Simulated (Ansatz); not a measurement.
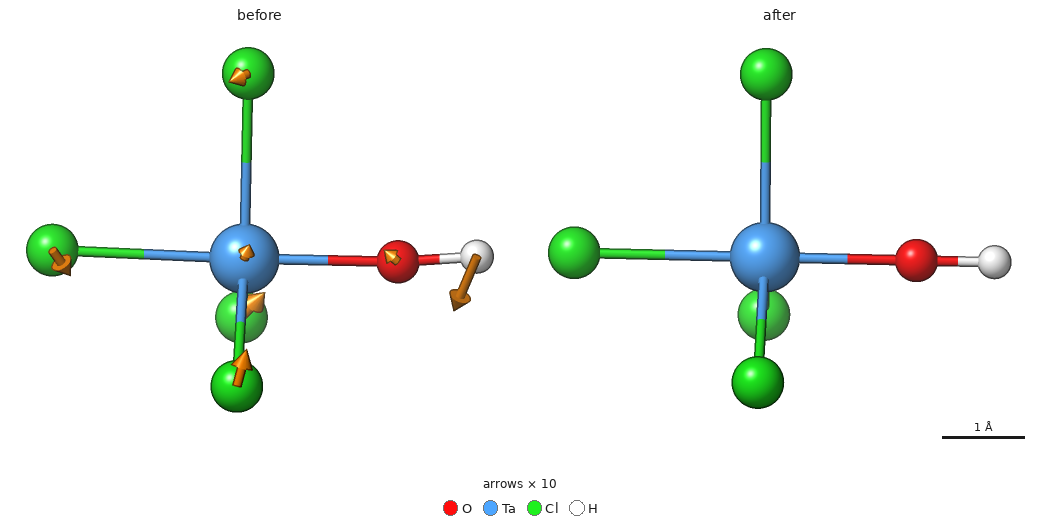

The structure of TaHOCl4 before (left) and after (right) a relaxation, at one scale. The orange arrows give the displacements, 10 times their true length.

A ball-and-stick model, seen face on.

The start comes from PBE-D4/def2-SVP.

Level of theory: RKS PBE0-D4/def2-TZVP in Ansatz 0.2.0. Set-up: force threshold 0.005 eV/Å; at most 150 steps.

> What changed between the two?

The H atom moves most after the best rigid fit: 0.086 Å. By element the largest moves are H 0.086 Å, Cl 0.052 Å, O 0.024 Å, Ta 0.022 Å. Among the contacts that change: Cl–Ta 2.318 → 2.290 Å, O–Ta 1.882 → 1.857 Å, Cl–Ta 2.353 → 2.335 Å, H–O 0.969 → 0.955 Å. Bond angles that change, for instance: Ta–O–H 174.6° → 179.5°. After 14 accepted moves (15 points after the start) the energy has fallen by 3.71 kJ/mol. Largest force component: 0.63 eV/Å at the start, 0.002 eV/Å at the end. The line search rejected the trial step at point 10 of the run. The forces were under the threshold at step 4, but the run went on from there. Cost: 120 s on 4 threads of Arm Neoverse V2 (shared host).
